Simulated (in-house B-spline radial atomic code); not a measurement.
**Ru⁴²⁺: excited configurations**

How much energy does it take to promote electrons of Ru⁴²⁺ to other shells? Each configuration is solved by itself and compared with the reference.

Method: Dirac-Hartree-Fock, average of configuration, Fermi nucleus, basis-set limit. Code: in-house B-spline radial atomic code version 1.

## 1. The atom as given

- element: ruthenium (Z = 44)
- charge: +42
- electrons: 2
- configuration: 1s2
- Hamiltonian: Dirac-Coulomb
- nucleus: Fermi, rms radius 4.481 fm

The run's settings:

```ini
Z = 44
electrons = 2.0
configuration = 1s2
hamiltonian = dirac
method = hf
spin_polarised = False
nucleus = fermi
rms_radius = 4.4809
mass_number = 102
atomic_mass = 101.904340312
speed_of_light = 137.035999084
```

From the earlier run of the reference: total energy -1960.086211 hartree. Levels, eight at most:

```csv
orbital,occupation,energy (eV),<r> (bohr)
1s1/2,2,-26282.3,0.03319
```

## 2. Run with 1s1 5d1

The run's settings:

```ini
Z = 44
electrons = 2.0
configuration = 1s1 5d1
hamiltonian = dirac
method = hf
spin_polarised = False
nucleus = fermi
rms_radius = 4.4809
mass_number = 102
atomic_mass = 101.904340312
speed_of_light = 137.035999084
```

## 3. Configuration 1s1 4f1

Changes to the settings of step 2:

```diff
@@ -2,3 +2,3 @@
 electrons = 2.0
-configuration = 1s1 5d1
+configuration = 1s1 4f1
 hamiltonian = dirac
```

## 4. 1s1 4d1

Changes to the settings of step 3:

```diff
@@ -2,3 +2,3 @@
 electrons = 2.0
-configuration = 1s1 4f1
+configuration = 1s1 4d1
 hamiltonian = dirac
```

## 5. 1s1 5p1

Changes to the settings of step 4:

```diff
@@ -2,3 +2,3 @@
 electrons = 2.0
-configuration = 1s1 4d1
+configuration = 1s1 5p1
 hamiltonian = dirac
```

## 6. Configuration 1s1 5f1

Changes to the settings of step 5:

```diff
@@ -2,3 +2,3 @@
 electrons = 2.0
-configuration = 1s1 5p1
+configuration = 1s1 5f1
 hamiltonian = dirac
```

Before running: How far above the reference does each configuration lie (order and size, in eV)?

The runs gave:

| net move | configuration | energy above the reference (eV) | with Breit, QED, recoil (eV) | largest <r> (bohr) |
| --- | --- | --- | --- | --- |
| 1s → 4d | 1s1 4d1 | 24699.9 | 24646.9 | 0.486 |
| 1s → 4f | 1s1 4f1 | 24704.5 | 24651.5 | 0.417 |
| 1s → 5p | 1s1 5p1 | 25262.6 | 25209.8 | 0.841 |
| 1s → 5d | 1s1 5d1 | 25269.3 | 25216.3 | 0.798 |
| 1s → 5f | 1s1 5f1 | 25271.7 | 25218.7 | 0.730 |

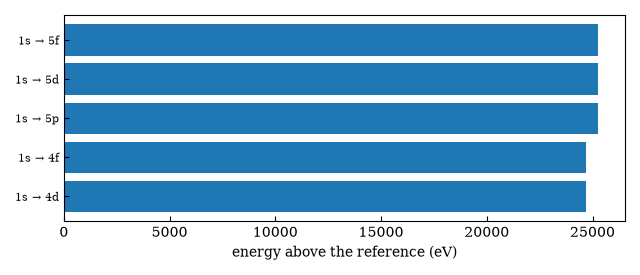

Energy of each configuration above the reference.

Quantum defects of the promoted electron, δ = n − ζ/√(−2ε) with ζ = 43 and ε its orbital energy in hartree:

| promotion | δ |
| --- | --- |
| 1s → 4d | 0.011 |
| 1s → 4f | 0.005 |
| 1s → 5p | 0.029 |
| 1s → 5d | 0.013 |
| 1s → 5f | 0.007 |

The energies run from 24699.9 eV (1s → 4d) to 25271.7 eV (1s → 5f). Of those tabulated, the defect is largest for 5p (0.03) and least for 4f (0.00); at this charge much of the defect is relativistic. These are averages over configurations, without correlation, not spectroscopic levels.
